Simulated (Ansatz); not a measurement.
# Σ11 (113) boundary in fcc Al: structure and resistance, part 2 of 3

Aim: the relaxed structure and the specific resistance of the Σ11 (113) boundary in fcc Al.

Ansatz 0.2.0; Ansatz plane-wave DFT, PBE, PAW files; relaxation of a bicrystal slab with its lowest layers held; PAW set soft_1 (the session's first sound run).

So far. Step 2 (Relaxing the bicrystal): The largest force component on a free atom ends at 0.015 eV/Å, under the tolerance of 0.03, after 4 steps.

## (3) Transmission across the boundary

This step: Ansatz plane-wave DFT, PBE, PAW files; ballistic transport by layer matching (Landauer), zero bias; boundary relaxed in a short slab, bulk layers laid on; PAW set soft_1 (Ansatz 0.2.0).

System of this step: Σ11 (113) boundary in fcc Al. The cell holds 36 atoms: 36 Al. Cell: a = 2.862 Å, b = 4.958 Å, c = 50.770 Å, α = 90.0°, β = 90.0°, γ = 73.2°. It derives from Al. Regions: lower grain, 14 atoms (14 Al); boundary, 10 atoms (10 Al); upper grain, 12 atoms (12 Al). Vacuum lies along c.

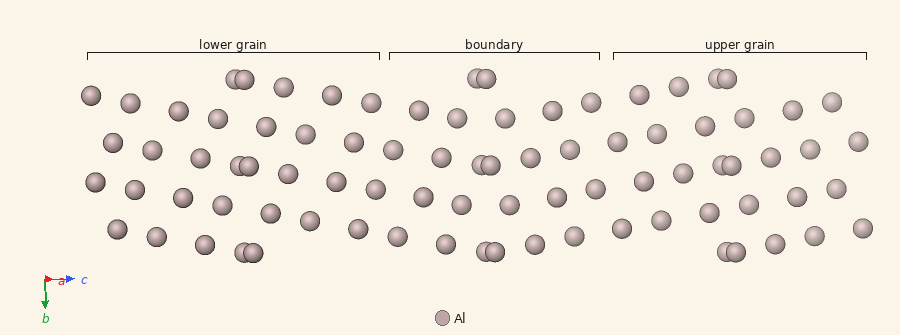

The cell of this step (aluminium light grey). 1×2×1 cells are drawn. Some periodic images of atoms are drawn too.

Input file input.yaml:

```yaml
crystal:
  lattice:
    - [2.862347037, 0.0, 0.0]
    - [1.4311735185, 4.7466655708, 0.0]
    - [0.0, 0.0, 50.7697397992]
  atoms:
    - { symbol: Al, position: [4.9090909092, -9.8181818184, 0.0787870888] }
    - { symbol: Al, position: [4.6363636365, -9.272727273, 0.1028271742] }
    - { symbol: Al, position: [4.3636363637, -8.7272727275, 0.1268672595] }
    - { symbol: Al, position: [4.090909091, -8.181818182, 0.1509073449] }
    - { symbol: Al, position: [3.8181818183, -7.6363636366, 0.1749474302] }
    - { symbol: Al, position: [3.5454545455, -7.0909090911, 0.1989875155] }
    - { symbol: Al, position: [3.2727272728, -6.5454545456, 0.2230276009] }
    - { symbol: Al, position: [3.0000000001, -6.0000000002, 0.2470676862] }
    - { symbol: Al, position: [2.7272727273, -5.4545454547, 0.2711077716] }
    - { symbol: Al, position: [2.4545454546, -4.9090909092, 0.2951478569] }
    - { symbol: Al, position: [2.1818181819, -4.3636363638, 0.3191879422] }
    - { symbol: Al, position: [1.9090909091, -3.8181818183, 0.3432280276] }
    - { symbol: Al, position: [1.6363636364, -3.2727272728, 0.3672681129] }
    - { symbol: Al, position: [1.3636363637, -2.7272727274, 0.3913081983] }
    - { symbol: Al, position: [0.0909090909, 0.8181818181, 0.4153482836] }
    - { symbol: Al, position: [0.8202772021, 0.3594455957, 0.4388316052] }
    - { symbol: Al, position: [0.5472960005, 0.9054079991, 0.4635141622] }
    - { symbol: Al, position: [0.2745308116, 0.4509383767, 0.4855747489] }
    - { symbol: Al, position: [0.0033907262, -0.0067814524, 0.5125271663] }
    - { symbol: Al, position: [0.2728995556, 0.4542008887, 0.5383149074] }
    - { symbol: Al, position: [0.5448457088, 0.9103085823, 0.5613174798] }
    - { symbol: Al, position: [0.8177489787, 0.3645020427, 0.5854250665] }
    - { symbol: Al, position: [0.0914208425, 0.8171583149, 0.6094102896] }
    - { symbol: Al, position: [0.3641130129, 0.2717739742, 0.6327318871] }
    - { symbol: Al, position: [1.6368402856, -3.2736805713, 0.6567719724] }
    - { symbol: Al, position: [1.9095675584, -3.8191351167, 0.6808120578] }
    - { symbol: Al, position: [2.1822948311, -4.3645896622, 0.7048521431] }
    - { symbol: Al, position: [2.4550221038, -4.9100442077, 0.7288922284] }
    - { symbol: Al, position: [2.7277493766, -5.4554987531, 0.7529323138] }
    - { symbol: Al, position: [3.0004766493, -6.0009532986, 0.7769723991] }
    - { symbol: Al, position: [3.273203922, -6.546407844, 0.8010124845] }
    - { symbol: Al, position: [3.5459311948, -7.0918623895, 0.8250525698] }
    - { symbol: Al, position: [3.8186584675, -7.637316935, 0.8490926551] }
    - { symbol: Al, position: [4.0913857402, -8.1827714804, 0.8731327405] }
    - { symbol: Al, position: [4.364113013, -8.7282260259, 0.8971728258] }
    - { symbol: Al, position: [4.6368402857, -9.2736805714, 0.9212129112] }
kpoints:
  mp_grid: { grid: [9, 9, 1] }
hamiltonian:
  xc: pbe
  pseudopotentials: { kind: paw, azcp: { folder: soft_1 } }
scf:
  occupations: { method: fermi_dirac, width: 0.1 }
output:
  transmission:
    leads: [[8, 9], [28, 29]]
    kmesh: [22, 22]
    e_range: [-0.1, 0.1]
    de: 0.05
  write_potential: true
  write_density: true
  volumetric_format: npy
  elf: true
```

The run is started by

```sh
$ ansatz run input.yaml --threads 4 --pin off --max-ram 15360MiB --backend cpu --events-out ev --progress --plain --runs-dir out
```

Numbers of over 12 decimals in the logs are rounded to 6 here.

What it wrote:

```text
[...]
Crystal: 36 atoms, lattice volume = 689.788 Å³
Basis set: ecut = 420 eV, 13563 PW (Γ)
Bands: 90, of which v1, the nominal top of the filled ones, is band 54 counted from 1 (53 counted from 0)
Symmetry: 2 space group operations
[...]
k-points: 25 of 81 (time reversal used)
[...]
SCF iter   1: F=—  HF=-19350.848122 eV  |F-HF|=—  |Δ(HF+E_count)|=         —  Δρ=2.26e-2  dr2=6.88e1  ethr=3.10e-3  ⟨swp⟩=8.6  Hψ=13059  notcnv=0  defer=82
[...]
SCF iter   8: F=-19348.370398 eV  HF=-19348.370398 eV  |F-HF|=7.10e-8  |Δ(HF+E_count)|=   1.27e-8  Δρ=1.07e-6  dr2=8.51e-8  ethr=9.26e-11  ⟨swp⟩=32.2  Hψ=12132  notcnv=0
SCF 1 converged in 8 iterations: F = -19348.370398 eV  dr2 = 8.51e-8
[...]
transmission: 524 of 5187 steps passed
transmission: 1038 of 5187 steps passed
[...]
transmission: 5187 of 5187 steps passed
WARN: The output density's exchange-correlation potential varies sharply where the density is thin. Do not read a vacuum level from v_tot or v_xc, or from such a field of the output density. On a cell that repeats whose density bears no net charge and no dipole along the vacuum's axis use v_es (v_loc + v_h of the components); under efield.dipole_correction with no amplitude use v_es + v_field, which holds any externa [...]
SCF converged after 8 iterations
Free energy (F): -19348.370398 eV
[...]
Internal energy: -19347.843243 eV  (E = F + TS)
E sigma→0 (E₀):  -19348.106821 eV
Entropy (-TS):   -0.527155 eV (-14.643 meV/atom)
Fermi energy:    6.260926 eV
[...]
--- Band table (eV; the first three rows and the last of 25) ---
  k-point 0: bands = [... 50 lower, 4.9617, 5.1593, 5.4219, 5.4664, 5.6548, 6.0767, 6.2975, 6.3694, ... 32 higher]
  k-point 1: bands = [... 50 lower, 5.1821, 5.4271, 5.4934, 5.5771, 5.9754, 6.2653, 6.4699, 6.5106, ... 32 higher]
  k-point 2: bands = [... 50 lower, 5.7900, 5.8800, 6.1047, 6.2704, 6.4509, 6.5347, 6.7860, 7.0565, ... 32 higher]
  k-point 24: bands = [... 50 lower, 5.6175, 5.6865, 5.8656, 6.1475, 6.2122, 6.3062, 6.4675, 6.5109, ... 32 higher]
--- Transmission ---
  basis      : 119 plane waves across, 39 finite elements along
  points     : 133, standing for a mesh of 22 x 22
  energies   : 5 from -0.100000 to 0.100000 eV about the Fermi level, 0.050000 eV apart; the leads are filled to 0.000000 eV, and channels, transmission and decay are at 0.000000 eV
  crystal 0  : Al2, at the sites [8, 9], period 2.4410 Å, over 18.31 Å; its Hamiltonian steps by up to 10.3 meV
    offset         : up to 0.0000 Å between an atom of the period and one for which it stands
    channels       : 2.642562e0 a spin
    conductance    : none, the energies end too early or step too widely for 300 K: set another output.transmission.e_range or a lower de, or, where they end at an eighth of basis.ecutwfc, a higher one
[...]
channels       : 2.642562e0 a spin
[...]
junction   : crystal 0 to crystal 1, 14.37 to 38.84 Å
    transmission   : 1.891191e0 a spin
[...]
```

The job ended after 3 min (4 threads of Arm Neoverse V2, shared host; peak memory 2.6 GiB; 12 min of CPU time).

Reading the cycles: dr2 is the Hartree energy of the density residual (eV), the measure of convergence; HF is the Harris–Foulkes estimate of the energy, which meets the free energy F at convergence.

This step gave:

| Property | Result |
| --- | --- |
| free energy | -19348.3704 eV |
| energy at zero smearing | -19348.1068 eV |
| Fermi energy | 6.261 eV |
| cell area | 13.59 Å² |
| transmission per spin nearest the Fermi level | 1.891 |
| open channels per spin nearest the Fermi level | 2.643 |
| open channels per spin, upper lead | 2.643 |
| step of the lead's potential | 10.3 meV |
| step of the upper lead's potential | 11.9 meV |

Per spin. Transmission, zone mean against energy, zero at the Fermi level:

```
energy (eV)  transmission, zone mean
    -0.1000                     1.79
    -0.0500                     1.84
     0.0000                     1.89
     0.0500                     1.93
     0.1000                     1.95
```

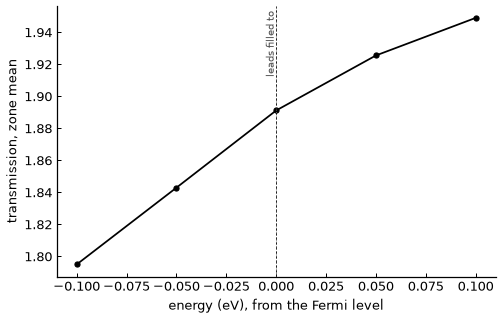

Transmission, zone mean against energy.

Per spin. The open channels, zone mean by energy, zero at the Fermi level:

| energy (eV) | lead | upper lead |
| --- | --- | --- |
| -0.1000 | 2.54 | 2.53 |
| -0.0500 | 2.63 | 2.63 |
| 0.0000 | 2.64 | 2.64 |
| 0.0500 | 2.68 | 2.68 |
| 0.1000 | 2.69 | 2.70 |

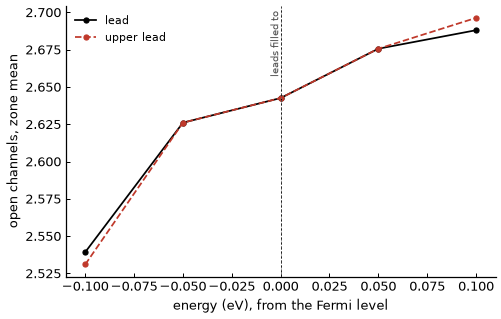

Open channels, zone mean against energy.

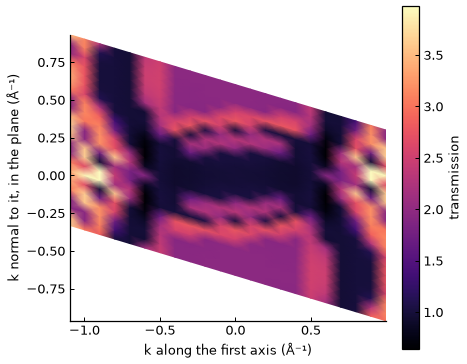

Transmission over k1 and k2. At 0.0000 eV from the Fermi level.

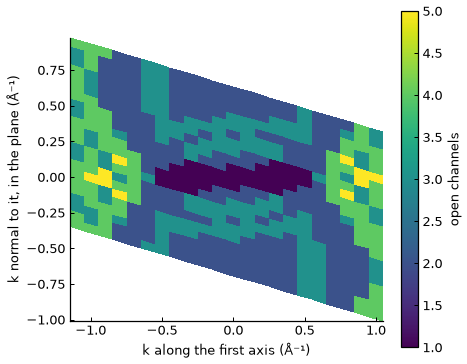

Open channels over k1 and k2. At 0.0000 eV from the Fermi level.

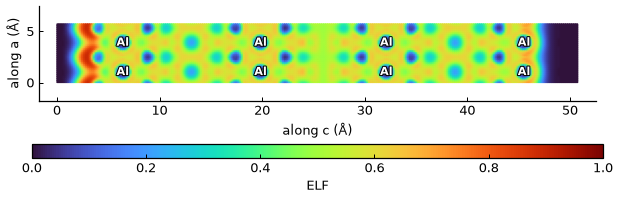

ELF in the ca plane at fractional y = 0.272, with atoms of Al within 0.2 Å of it. It is the smooth field of the valence electrons, not physical close to the nuclei.

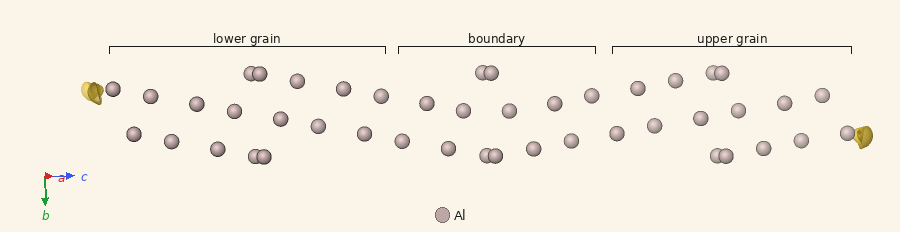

Surface of ELF = 0.85.

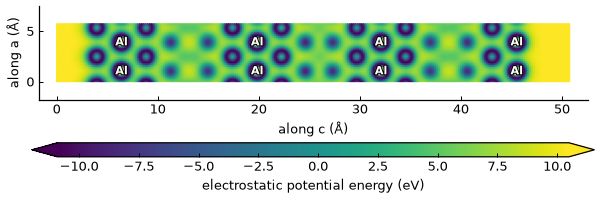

Electrostatic potential energy in the ca plane at fractional y = 0.272, with atoms of Al within 0.2 Å of it. With pseudopotentials it is smooth inside the atoms' cores, unlike the true potential.

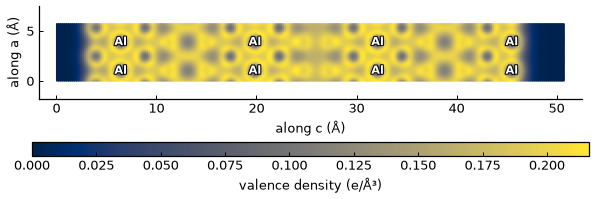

Valence density in the ca plane at fractional y = 0.272, with atoms of Al within 0.2 Å of it. It is the smooth field of the valence electrons, not physical close to the nuclei.

Over the solved energies the transmission per spin lies between 1.79 and 1.95, out of 2.63 channels of the lead on average (up to 2.69).

## (4) Specific resistance

This step: Ansatz plane-wave DFT, PBE, PAW files; ballistic transport by layer matching (Landauer), zero bias; specific resistance of the boundary; PAW set soft_1 (Ansatz 0.2.0).

Numbers from this step:

- area resistance: 0.2667 fΩ m²
- T over the leads' mean channel count: 0.7139

Averaged over the energies near the Fermi level, 71.4 % of the channels pass, which makes 0.267 fΩ m².

By hand, with T and the leads' channels N averaged over the energies near the Fermi level: RA = A (h/2e²)(1/T − ½[1/N₁ + 1/N₂]) = 13.59×10⁻²⁰ m² × 12 906 Ω × (1/1.881 − ½[1/2.634 + 1/2.634]) = 0.267 fΩ m².

(Continued in part 3 of 3.)

[Logs are printed without paths, hosts, clocks, repeated set-up lines and the standing remarks that a program may print on its own settings, such as how far it seeks lower states.]

[Hosts, paths, dates, database ids (printed as entryN), source tags and the programs' standing remarks are cut or masked in the printed files.]
